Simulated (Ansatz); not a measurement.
# SiH2SF (SMILES F[SiH]S) at 6 levels

Wanted: a comparison of 6 runs (U-r2SCAN0/STO-3G, U-wB97X/STO-3G, UCAM-B3LYP/STO-3G, UPBE/STO-3G, USVWN5/STO-3G, UCCSDT/STO-3G) of SiH2SF. 

The calculation is run with Ansatz 0.2.0.

72 further runs of the same task are left out: 4 that didn't finish, 68 set aside as unsound or not needed.

**1. The molecule**

SiH2SF has 5 atoms, charge 0, and is taken as a doublet. SMILES: `F[SiH]S`. The H4–Si2 distance was set to 2.234 Å, away from the relaxed value. At this shape a bond of the SMILES string is far longer than usual.

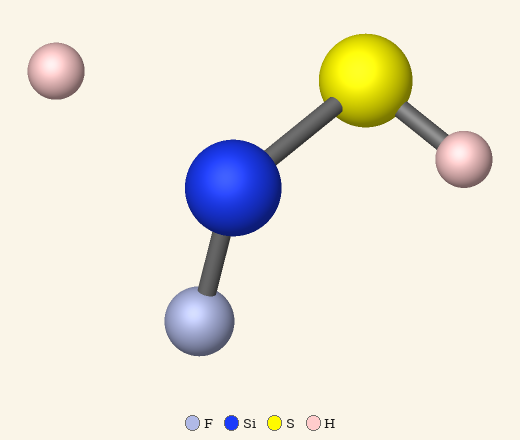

The structure, seen from a chosen angle (fluorine light blue, silicon blue, sulfur yellow, hydrogen pink).

**2. A single-point energy at U-r2SCAN0/STO-3G (run 1)**

Contents of in.yaml:

```yaml
crystal:
  periodic: [false, false, false]
  atoms:
    - symbol: F
      position_ang: [-1.246100, 0.097064, 1.540309]
    - symbol: Si
      position_ang: [-0.633200, 0.456264, 0.102809]
    - symbol: S
      position_ang: [1.396900, 1.062764, 0.214309]
    - symbol: H
      position_ang: [-0.621800, -1.416500, -1.115500]
    - symbol: H
      position_ang: [1.138900, 2.223764, 0.841109]
basis:
  gaussian: {orbitals: STO-3G}
magnetization: {spin_polarized: true, initial_magnetization: 1}
hamiltonian: {xc: {name: r2SCAN0}}
accuracy: high
```

Started as:

```console
$ ansatz run in.yaml --threads 1 --pin off --max-ram 2610MiB --events-out events.jsonl --progress --plain --runs-dir runs
```

The log of the run:

```text
Warning: RAYON_NUM_THREADS=1 ignored (pool sized by the plan → 1); use --threads N
Functional definition: r2SCAN0
  name "r2SCAN0"
  parameter a = 0.25
  parameter k0 = 0.174
  parameter k1 = 0.065
  parameter a1 = 4.9479
  exchange = (1 - a)*r2scan_x(k0 = k0, k1 = k1, a1 = a1) + a*exact_x
  correlation = r2scan_c
461 factors; integrals over basis functions are off by at most 3.3e-8 eV
mean field evaluation 1: about -21203.3149 eV, gradient 1.6e1 eV
mean field evaluation 2: about -21200.7564 eV, gradient 2.2e1 eV
mean field evaluation 4: about -21206.4840 eV, gradient 1.0e0 eV
mean field evaluation 8: about -21206.5541 eV, gradient 2.2e-1 eV
mean field evaluation 16: about -21206.5552 eV, gradient 9.4e-5 eV
mean field -21206.55523850 eV, -779.3265306954 hartree, gradient 4.4e-8 eV, S^2 0.858217; 0 other end points of the search recorded, 0 dependent functions left out
reference -21206.55523913 eV, -779.3265307185 hartree; 21, 20 occupied and 4, 5 virtual orbitals, 461 factors
Total energy: -21206.55523913 eV, -779.3265307185 hartree
```

Wall time 7.8 s (1 thread of Arm Neoverse V1, shared host); peak memory 0.26 GiB.

**3. A single-point energy at U-wB97X/STO-3G (run 2)**

Contents of input.yaml:

```yaml
crystal:
  periodic: [false, false, false]
  atoms:
    - {symbol: F, position_ang: [-1.246100, 0.097064, 1.540309]}
    - {symbol: Si, position_ang: [-0.633200, 0.456264, 0.102809]}
    - {symbol: S, position_ang: [1.396900, 1.062764, 0.214309]}
    - {symbol: H, position_ang: [-0.621800, -1.416500, -1.115500]}
    - {symbol: H, position_ang: [1.138900, 2.223764, 0.841109]}
basis:
  gaussian: {orbitals: STO-3G}
magnetization: {spin_polarized: true, initial_magnetization: 1}
accuracy: high
hamiltonian: {xc: {name: wB97X}}
```

Started as:

```console
$ ansatz run input.yaml --threads 1 --pin off --max-ram 2610MiB --events-out events.jsonl --progress --plain --runs-dir runs
```

The log of the run, cut to the lines that bear on the results:

```text
Warning: RAYON_NUM_THREADS=1 ignored (pool sized by the plan → 1); use --threads N
Functional definition: wB97X
  name "wB97X"
[...]
      + exact_x_lr(omega)
[...]
      + integral(e_c_pw_opposite_spin*poly(b97_u_opposite, 1, cos1, cos2, cos3, cos4))
461 factors; integrals over basis functions are off by at most 3.3e-8 eV
164 factors; integrals over basis functions are off by at most 9.6e-10 eV
[...]
mean field -21207.21556601 eV, -779.3507972840 hartree, gradient 2.2e-8 eV, S^2 0.837509; 0 other end points of the search recorded, 0 dependent functions left out
reference -21207.21556458 eV, -779.3507972311 hartree; 21, 20 occupied and 4, 5 virtual orbitals, 461 factors
Total energy: -21207.21556458 eV, -779.3507972311 hartree
```

It took 15 s on 1 thread of Arm Neoverse V1, shared host; peak memory 0.46 GiB.

Runs 3 to 4 aren't shown in full; the table further down has their settings and results.

**4. The energy at USVWN5/STO-3G (run 5)**

Contents of run.yaml:

```yaml
crystal:
  periodic: [false, false, false]
  atoms:
    - {symbol: F, position_ang: [-1.246100, 0.097064, 1.540309]}
    - {symbol: Si, position_ang: [-0.633200, 0.456264, 0.102809]}
    - {symbol: S, position_ang: [1.396900, 1.062764, 0.214309]}
    - {symbol: H, position_ang: [-0.621800, -1.416500, -1.115500]}
    - {symbol: H, position_ang: [1.138900, 2.223764, 0.841109]}
basis:
  gaussian: {orbitals: STO-3G}
magnetization: {spin_polarized: true, initial_magnetization: 1}
hamiltonian: {xc: {name: SVWN5}}
accuracy: high
```

Started as:

```console
$ ansatz run run.yaml --threads 1 --pin off --max-ram 2610MiB --events-out events.jsonl --progress --plain --runs-dir runs
```

The log of the run:

```text
Warning: RAYON_NUM_THREADS=1 ignored (pool sized by the plan → 1); use --threads N
Functional definition: SVWN5
  name "SVWN5"
  exchange = slater_x
  correlation = vwn5_c
461 factors; integrals over basis functions are off by at most 3.3e-8 eV
mean field evaluation 1: about -21116.6905 eV, gradient 1.6e1 eV
mean field evaluation 2: about -21108.4837 eV, gradient 2.4e1 eV
mean field evaluation 4: about -21119.6049 eV, gradient 2.2e0 eV
mean field evaluation 8: about -21119.6320 eV, gradient 1.7e-1 eV
mean field evaluation 16: about -21119.6334 eV, gradient 3.8e-5 eV
mean field -21119.63335622 eV, -776.1322104396 hartree, gradient 5.3e-8 eV, S^2 0.762101; 0 other end points of the search recorded, 0 dependent functions left out
reference -21119.63335796 eV, -776.1322105034 hartree; 21, 20 occupied and 4, 5 virtual orbitals, 461 factors
Total energy: -21119.63335796 eV, -776.1322105034 hartree
```

Run time: 1.6 s. Hardware: 1 thread of Arm Neoverse V1, shared host; peak memory 0.12 GiB.

**5. The energy at UCCSDT/STO-3G (run 6)**

Contents of job.yaml:

```yaml
crystal:
  periodic: [false, false, false]
  atoms:
    - {symbol: F, position_ang: [-1.246100, 0.097064, 1.540309]}
    - {symbol: Si, position_ang: [-0.633200, 0.456264, 0.102809]}
    - {symbol: S, position_ang: [1.396900, 1.062764, 0.214309]}
    - {symbol: H, position_ang: [-0.621800, -1.416500, -1.115500]}
    - {symbol: H, position_ang: [1.138900, 2.223764, 0.841109]}
basis:
  gaussian: {orbitals: STO-3G}
correlation: {method: ccsdt, frozen_orbitals: {F: 1, H: 0, S: 5, Si: 5}}
magnetization: {spin_polarized: true, initial_magnetization: 1}
scf: {omitted_lower_state_checks: [cluster_reference, increment]}
accuracy: high
```

Started as:

```console
$ ansatz run job.yaml --threads 1 --pin off --max-ram 2610MiB --events-out events.jsonl --progress --plain --runs-dir runs
```

The log of the run:

```text
Warning: RAYON_NUM_THREADS=1 ignored (pool sized by the plan → 1); use --threads N
[... 12 lines left out ...]
11 core orbitals not correlated: weight in the atoms' cores, before any rotation towards them, 1.000 or more for the frozen orbitals, at most 0.000 for the correlated occupied ones
[... 45 lines left out ...]
Total energy: -21169.47185396 eV, -777.9637414496 hartree
Checks for a lower state left out: cluster_reference, increment
```

It took 1.9 s on 1 thread of Arm Neoverse V1, shared host; peak memory 0.09 GiB.

**6. Overview of the runs**

```tsv
run	level	frozen core orbitals	energy (Eh)	⟨S²⟩	wall time
1	U-r2SCAN0/STO-3G	–	-779.326531	0.858	7.8 s
2	U-wB97X/STO-3G	–	-779.350797	0.838	15 s
3	UCAM-B3LYP/STO-3G	–	-779.303005	0.840	3.9 s
4	UPBE/STO-3G	–	-778.948610	0.769	2.6 s
5	USVWN5/STO-3G	–	-776.132211	0.762	1.6 s
6	UCCSDT/STO-3G	11	-777.963741	1.020	1.9 s
```

**7. What came out**

```
                                           quantity          value
                                run 6: total energy  -777.96374 Eh
run 6: correlation energy (11 core orbitals frozen)     -108.2 mEh
           run 6: ⟨S²⟩ of the reference determinant          1.020
                               run 6: T1 diagnostic          0.043
```

In words: Totals of different functionals can't be ranked against each other. In runs 1, 2, 3, 4, 5, 6 the basis is minimal, so the values are rough. Spin contamination of the reference: run 6 ⟨S²⟩ = 1.02, run 1 ⟨S²⟩ = 0.86. All runs together took 32 s, the longest 15 s.
